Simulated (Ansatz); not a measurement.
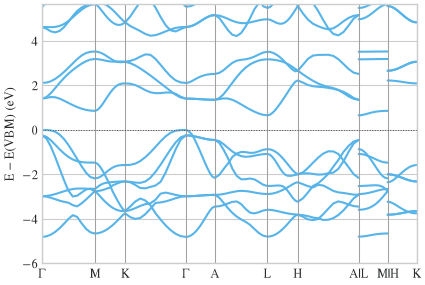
Figure. Band structure from DFT-PBE+D3(BJ) in the program Ansatz with PAW potentials

**Question.** Read off the gap and where the band edges lie.

**Answer.** About 0.7 eV (0.66 eV by a search for the band edges); maximum at Γ, minimum at L.

The material is ZrS₂ (CdI2 type, space group No. 164).

Space group P-3m1 (CdI2 type). The cell was relaxed with PBE+D3(BJ) under the symmetry of its start. No spin polarisation was allowed. Scalar-relativistic: spin–orbit coupling is off unless named, which matters more the heavier the elements.

Potentials: the later of the program's two PAW sets.
